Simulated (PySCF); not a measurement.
```xyz
16

C    -2.6760    0.9673   -0.0201
C    -1.7878   -0.2107    0.3644
O    -1.5251   -1.0051   -0.7697
B    -0.3202   -1.2604   -1.2668
C     0.9818   -0.7459   -0.6507
C     2.0050   -0.3420   -0.1403
Si    3.5713    0.2550    0.6347
H    -3.5902    0.6073   -0.4856
H    -2.1572    1.6116   -0.7260
H    -2.9319    1.5435    0.8648
H    -0.8502    0.1467    0.8101
H    -2.3055   -0.8458    1.0936
H    -0.3018   -1.9346   -2.2295
H     3.2865    1.5222    1.3173
H     4.5799    0.4540   -0.4090
H     4.0140   -0.7541    1.6016
```

Geometry: GFN2-xTB.

These are results of PBE0/pcSseg-1, SCF density, gas phase, non-relativistic (PySCF), not measurements.

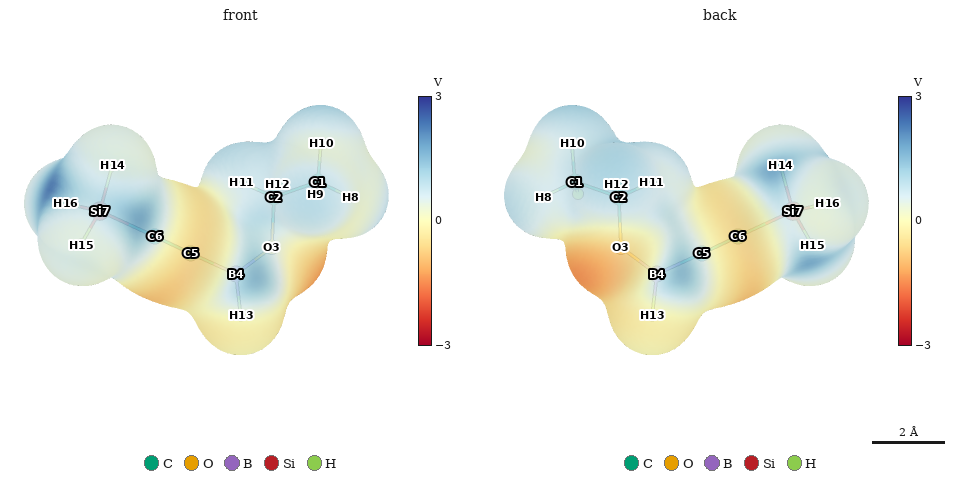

C$_{4}$H$_{9}$BOSi. The molecular electrostatic potential painted on the density surface at 0.004 e/bohr³, seen from the front and from behind; red is negative and blue positive.

> Where is the surface potential most negative and most positive?

The most negative region (about −1.4 V, or −32 kcal/mol for a unit charge) lies over O3, the most positive (about +2.2 V, or +51 kcal/mol for a unit charge) over Si7. O3 is the likeliest acceptor of a hydrogen bond.

> What dipole moment does the calculation give?

Its dipole moment is 2.08 D.
